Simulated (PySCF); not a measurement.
# C2H6Cl2Se: geometry relaxation

The run: geometry relaxation of C2H6Cl2Se. Method and program: PBE0-D3(BJ)/def2-SVP geometry optimisation, gas phase (PySCF 2.14.0).

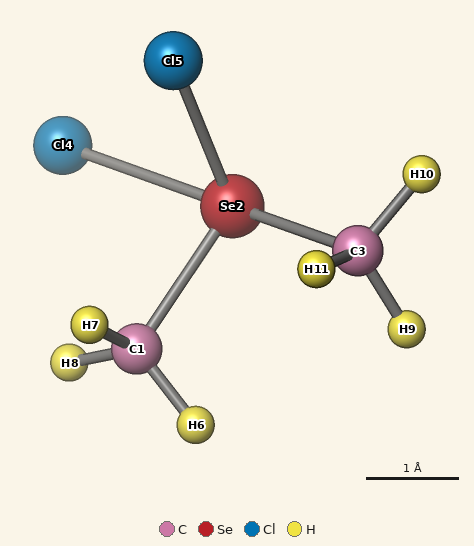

Fig. 1: The structure as given in the input (ball-and-stick view, seen at a tilt; atoms are numbered from 1 in the order of the input).

**Results in brief**

| quantity | value |
| --- | --- |
| outcome | converged |
| total energy | −3400.416504 hartree |
| dipole moment | 6.19 D |
| point group | C1 |
| hardware | 1 CPU thread, shared host |
| wall time | 77 s |
| peak memory | 0.53 GiB |

**The input**
```
{"job": {"xc": "PBE0", "basis": "def2-SVP", "d3": "d3bj", "grid": 1, "shake": 0.01, "kind": "geom"}, "charge": 0, "multiplicity": 1}
C     -1.216470    -0.506330     0.316590
Se    -0.079760     0.732770    -0.659780
C      1.485200    -0.477240    -0.344320
Cl    -1.954240     2.260710    -0.714540
Cl     0.716930     2.077590     0.781310
H     -1.001400    -1.492430     0.007760
H     -1.020220    -0.335860     1.372350
H     -2.253020    -0.216970     0.083460
H      1.378540    -1.347180    -0.943580
H      2.402210     0.047800    -0.629770
H      1.580340    -0.768680     0.714870
```

The first line tells a small driver script what to run in PySCF; the rest is the geometry in Å.

Command:
```bash
OMP_NUM_THREADS=1 python <driver script> task.json out
```

**Output**
```
step   0  E = -3400.40983698  max force = 0.035077
step   1  E = -3400.41579442  max force = 0.009293
step   2  E = -3400.41605850  max force = 0.004644
step   3  E = -3400.41621225  max force = 0.004032
step   4  E = -3400.41627913  max force = 0.001264
step   5  E = -3400.41629428  max force = 0.001899
step   6  E = -3400.41632731  max force = 0.000799
step   7  E = -3400.41635740  max force = 0.000725
step   8  E = -3400.41639288  max force = 0.001096
step   9  E = -3400.41644123  max force = 0.001223
step  10  E = -3400.41649141  max force = 0.000804
step  11  E = -3400.41650398  max force = 0.000261
optimisation converged
```

**Trajectory as extended XYZ (Å, eV, eV/Å), 10 of the 12 frames kept, from step=0 to step=11**
```
11
Properties=species:S:1:pos:R:3:forces:R:3 step=0 energy=-92529.86470
C    -1.2165   -0.5063    0.3166   -0.8837   1.8038   0.0678
Se   -0.0798    0.7328   -0.6598   -0.0366  -1.2885  -1.0379
C     1.4852   -0.4772   -0.3443    0.4892   0.9926   1.3132
Cl   -1.9542    2.2607   -0.7145   -0.6886   0.4100  -0.0012
Cl    0.7169    2.0776    0.7813    0.5465   0.5868   0.8500
H    -1.0014   -1.4924    0.0078    0.5476  -1.5050  -0.4112
H    -1.0202   -0.3359    1.3723    0.1233  -0.0637   0.3583
H    -2.2530   -0.2170    0.0835    0.2183   0.0315  -0.0033
H     1.3785   -1.3472   -0.9436   -0.3049  -1.1455  -0.9298
H     2.4022    0.0478   -0.6298    0.0577   0.1485  -0.1230
H     1.5803   -0.7687    0.7149   -0.0688   0.0297  -0.0828
11
Properties=species:S:1:pos:R:3:forces:R:3 step=1 energy=-92530.02681
C    -1.2150    0.4109    1.3754    0.0974  -0.4779  -0.1433
Se   -0.0194    1.5586    0.3953    0.2327   0.3283   0.3085
C     1.5450    0.3840    0.8026   -0.0811  -0.3360  -0.2875
Cl   -1.9460    3.1770    0.3501    0.0145  -0.0064   0.0043
Cl    0.8286    2.9489    1.9342   -0.1642  -0.1591  -0.2446
H    -0.9778   -0.6325    1.0783   -0.0932   0.3273   0.1517
H    -1.0289    0.5632    2.4462    0.0016   0.0362  -0.0101
H    -2.2226    0.7281    1.0956   -0.0696   0.0258   0.0018
H     1.4204   -0.5217    0.1734    0.0400   0.2018   0.1375
H     2.4531    0.9175    0.4997    0.0327   0.0469  -0.0064
H     1.6001    0.1094    1.8615   -0.0108   0.0131   0.0880
11
Properties=species:S:1:pos:R:3:forces:R:3 step=2 energy=-92530.03400
C    -1.2127    0.4092    1.3756   -0.0009  -0.1113  -0.0530
Se   -0.0081    1.5643    0.4044    0.0397   0.2004   0.1443
C     1.5484    0.3727    0.7968    0.0146  -0.0222   0.0177
Cl   -1.9360    3.1790    0.3527   -0.0591  -0.0021  -0.0249
Cl    0.7969    2.9703    1.9311   -0.0017  -0.2388  -0.1673
H    -0.9763   -0.6291    1.0968    0.0025   0.0520   0.0344
H    -1.0342    0.5734    2.4459   -0.0109   0.0348   0.0043
H    -2.2214    0.7240    1.0888    0.0120   0.0199   0.0058
H     1.4224   -0.5214    0.1630   -0.0134   0.0502   0.0213
H     2.4590    0.9089    0.5003    0.0050   0.0076   0.0126
H     1.5996    0.0922    1.8569    0.0121   0.0094   0.0048
11
Properties=species:S:1:pos:R:3:forces:R:3 step=4 energy=-92530.04000
C    -1.2107    0.4089    1.3729   -0.0413   0.0650   0.0115
Se   -0.0081    1.5687    0.4034    0.0254   0.0060   0.0258
C     1.5458    0.3718    0.7993    0.0280   0.0323   0.0003
Cl   -1.9459    3.1791    0.3494   -0.0139  -0.0148  -0.0005
Cl    0.8088    2.9445    1.9217    0.0021  -0.0063  -0.0041
H    -0.9666   -0.6283    1.1108    0.0231  -0.0442  -0.0067
H    -1.0401    0.5920    2.4417   -0.0171   0.0119  -0.0004
H    -2.2179    0.7212    1.0784   -0.0032  -0.0077  -0.0015
H     1.4216   -0.5190    0.1654   -0.0021  -0.0323  -0.0195
H     2.4570    0.9106    0.5087    0.0028  -0.0114   0.0022
H     1.5935    0.0938    1.8605   -0.0037   0.0015  -0.0070
11
Properties=species:S:1:pos:R:3:forces:R:3 step=5 energy=-92530.04041
C    -1.2184    0.4154    1.3752    0.0620  -0.0976   0.0000
Se   -0.0043    1.5648    0.4091    0.0205   0.0437  -0.0172
C     1.5555    0.3690    0.7969   -0.0473  -0.0318  -0.0235
Cl   -1.9502    3.1672    0.3497   -0.0212   0.0217  -0.0096
Cl    0.8041    2.9456    1.9263    0.0155  -0.0319  -0.0117
H    -0.9680   -0.6265    1.1234   -0.0134   0.0526   0.0386
H    -1.0629    0.6089    2.4445   -0.0088   0.0037  -0.0031
H    -2.2212    0.7253    1.0653   -0.0129  -0.0028  -0.0192
H     1.4309   -0.5230    0.1603   -0.0016   0.0395   0.0253
H     2.4655    0.9083    0.5054    0.0073   0.0139  -0.0093
H     1.6066    0.0883    1.8562   -0.0001  -0.0109   0.0297
11
Properties=species:S:1:pos:R:3:forces:R:3 step=6 energy=-92530.04131
C    -1.2146    0.4149    1.3749    0.0252  -0.0411  -0.0081
Se   -0.0031    1.5682    0.4080   -0.0046  -0.0050  -0.0156
C     1.5522    0.3683    0.7981   -0.0157  -0.0088  -0.0164
Cl   -1.9526    3.1697    0.3454   -0.0040   0.0027  -0.0001
Cl    0.8061    2.9444    1.9245    0.0156   0.0000   0.0095
H    -0.9570   -0.6264    1.1322   -0.0074   0.0325   0.0241
H    -1.0662    0.6165    2.4437   -0.0064   0.0083  -0.0022
H    -2.2179    0.7174    1.0585   -0.0070  -0.0081  -0.0133
H     1.4261   -0.5224    0.1611   -0.0005   0.0217   0.0146
H     2.4641    0.9058    0.5082    0.0053   0.0027  -0.0043
H     1.6003    0.0871    1.8579   -0.0006  -0.0049   0.0118
11
Properties=species:S:1:pos:R:3:forces:R:3 step=7 energy=-92530.04213
C    -1.2121    0.4161    1.3747   -0.0041   0.0018  -0.0138
Se   -0.0002    1.5699    0.4076   -0.0292  -0.0373  -0.0234
C     1.5513    0.3671    0.7997    0.0093   0.0082  -0.0030
Cl   -1.9571    3.1667    0.3384    0.0158  -0.0088   0.0096
Cl    0.8078    2.9435    1.9232    0.0127   0.0273   0.0248
H    -0.9398   -0.6257    1.1558   -0.0001   0.0080   0.0109
H    -1.0835    0.6388    2.4418   -0.0066   0.0122  -0.0014
H    -2.2140    0.7026    1.0380   -0.0001  -0.0118  -0.0046
H     1.4229   -0.5221    0.1622    0.0007   0.0028   0.0034
H     2.4653    0.9021    0.5110    0.0008  -0.0048   0.0016
H     1.5967    0.0845    1.8598    0.0009   0.0022  -0.0040
11
Properties=species:S:1:pos:R:3:forces:R:3 step=9 energy=-92530.04441
C    -1.2116    0.4197    1.3723   -0.0296   0.0501  -0.0166
Se    0.0097    1.5641    0.4045   -0.0629  -0.0457  -0.0242
C     1.5583    0.3659    0.8095    0.0364   0.0169   0.0208
Cl   -1.9699    3.1392    0.3127    0.0479  -0.0213   0.0221
Cl    0.8064    2.9488    1.9137   -0.0055   0.0443   0.0205
H    -0.8752   -0.6200    1.2754    0.0154  -0.0351  -0.0116
H    -1.1852    0.7461    2.4198   -0.0092   0.0141  -0.0019
H    -2.1970    0.6223    0.9385    0.0061  -0.0069   0.0123
H     1.4275   -0.5241    0.1749    0.0042  -0.0272  -0.0115
H     2.4753    0.8960    0.5202   -0.0065  -0.0060   0.0093
H     1.5993    0.0854    1.8709    0.0037   0.0168  -0.0192
11
Properties=species:S:1:pos:R:3:forces:R:3 step=10 energy=-92530.04578
C    -1.2144    0.4182    1.3698   -0.0166   0.0343  -0.0047
Se    0.0113    1.5558    0.4003   -0.0414  -0.0152  -0.0098
C     1.5653    0.3688    0.8168    0.0240   0.0059   0.0172
Cl   -1.9728    3.1196    0.3023    0.0338  -0.0127   0.0130
Cl    0.8004    2.9562    1.9028   -0.0118   0.0204   0.0007
H    -0.8486   -0.6156    1.3370    0.0142  -0.0307  -0.0107
H    -1.2428    0.7964    2.3995   -0.0070   0.0086  -0.0024
H    -2.1871    0.5735    0.8903    0.0029  -0.0031   0.0084
H     1.4387   -0.5271    0.1894    0.0047  -0.0219  -0.0067
H     2.4802    0.9003    0.5239   -0.0055  -0.0007   0.0058
H     1.6072    0.0974    1.8803    0.0026   0.0151  -0.0108
11
Properties=species:S:1:pos:R:3:forces:R:3 step=11 energy=-92530.04612
C    -1.2174    0.4133    1.3662    0.0032   0.0053   0.0106
Se    0.0108    1.5444    0.3936   -0.0035   0.0134   0.0041
C     1.5743    0.3752    0.8279    0.0026  -0.0055   0.0044
Cl   -1.9765    3.0942    0.2884    0.0020  -0.0005  -0.0051
Cl    0.7880    2.9678    1.8844   -0.0089  -0.0079  -0.0128
H    -0.8207   -0.6095    1.4029    0.0030  -0.0091  -0.0063
H    -1.3067    0.8452    2.3709    0.0009  -0.0007  -0.0002
H    -2.1735    0.5130    0.8409   -0.0008  -0.0023  -0.0007
H     1.4563   -0.5316    0.2137    0.0031  -0.0049   0.0036
H     2.4847    0.9105    0.5283   -0.0018   0.0042  -0.0007
H     1.6182    0.1210    1.8951    0.0002   0.0080   0.0031
```

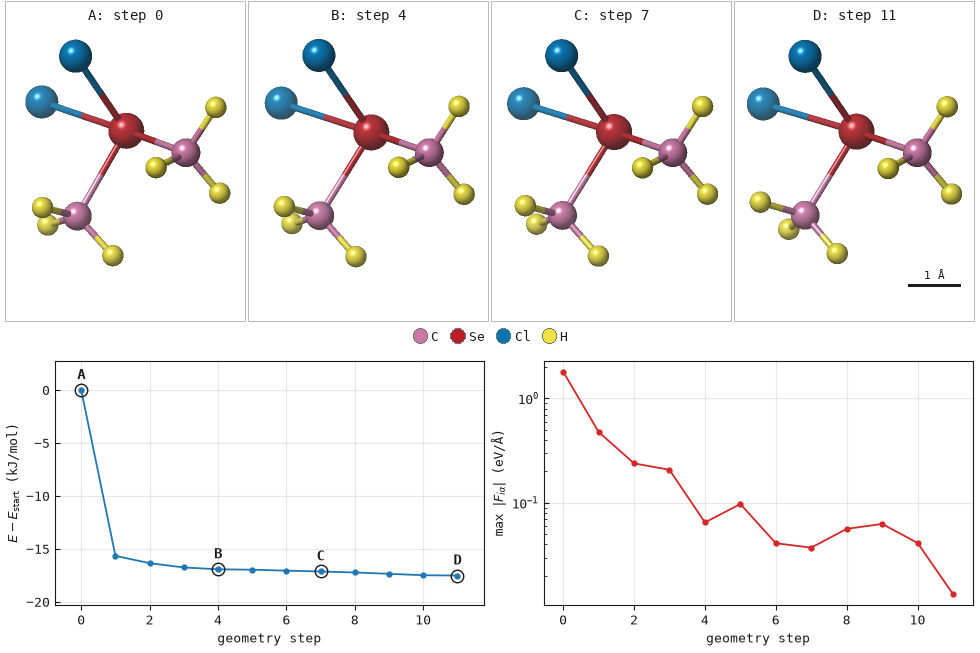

Fig. 2: Frames of the relaxation (ball-and-stick view, seen at a tilt) above the curves, on which the letters mark them (steps are counted from 0).

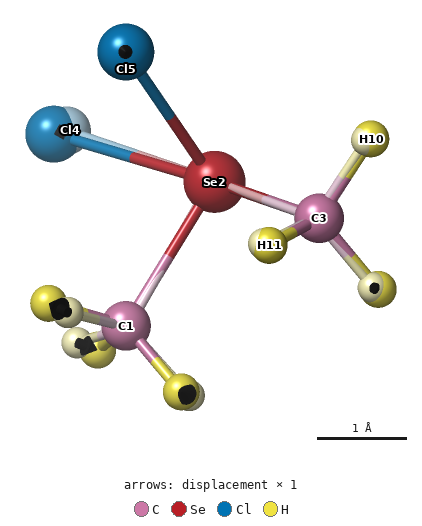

Fig. 3: Start (faint) and end (solid) with the displacements as black arrows, at true length (ball-and-stick view, seen at a tilt). The two geometries are laid on each other by the best rigid fit. The energy falls by 17.5 kJ/mol in 11 geometry steps. The largest force component goes from 1.8 to 0.013 eV/Å. H7 moves most after the best rigid fit: 0.35 Å. Largest moves by element: H 0.35 Å, Cl 0.16 Å, C 0.05 Å, Se 0.04 Å. Among the contacts that change: Se2–Cl4 2.419 → 2.522 Å, Se2–Cl5 2.126 → 2.203 Å, C1–H6 1.055 → 1.098 Å, C1–Se2 1.944 → 1.932 Å. Among the angles that change: C1–Se2–Cl4 87.8° → 83.1°, Se2–C3–H9 109.1° → 106.0°, C1–Se2–C3 89.6° → 92.6°. (Atoms are counted from 1 in the order of the input.)
